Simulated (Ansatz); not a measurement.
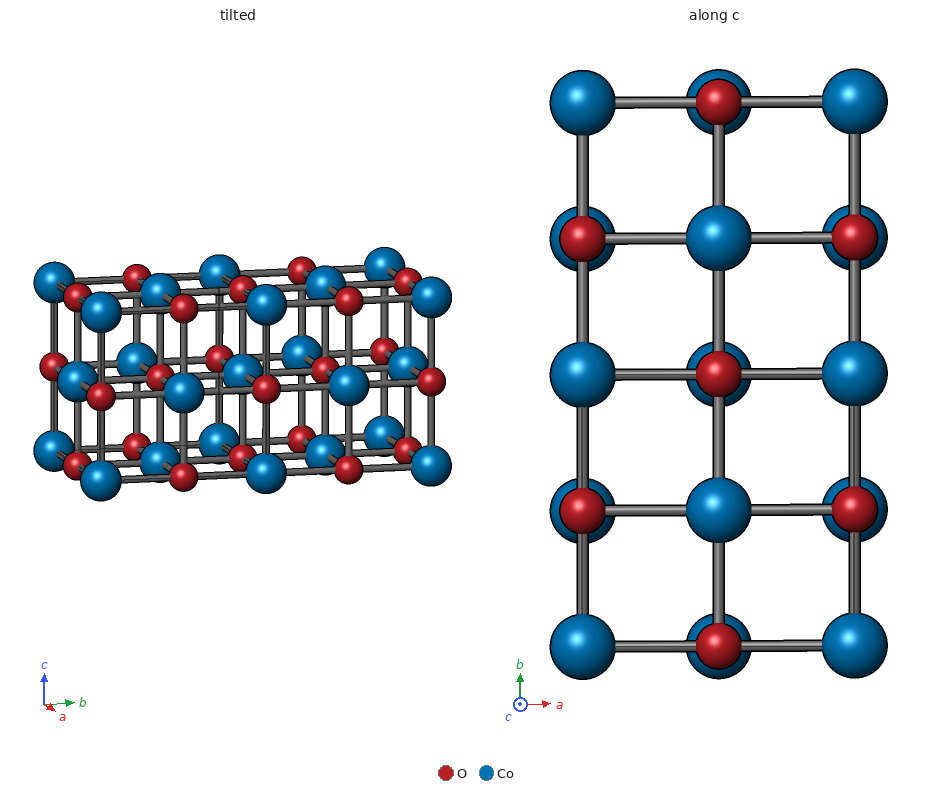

An orthographic ball-and-stick view of the structure, slightly off an axis and along the c axis. The solid frame is a single drawn cell (a repeat of the simulation cell) within a 1×2×1 block.

Its composition is CoO. Strictly the space group is R-3m (No. 166, within 0.01 Å). It is a distorted form of a face-centred cubic structure, space group Fm-3m (No. 225) within 0.25 Å: rock salt (NaCl type). Counting shared atoms by their share gives 4 Co, 4 O, or 8 atoms. O is linked to six Co in an octahedral arrangement. Co is coordinated by six O in an octahedral arrangement. The bonds build a three-dimensional framework.

The model was built from a structure listed in the Materials Project. Earlier steps of the study may have refined or changed the cell and positions. It was run through Ansatz as a DFT input.

At this level of theory the cell isn't at rest (stretched, at -32 GPa), so its distances can differ from those at equilibrium, the more so the softer the solid.
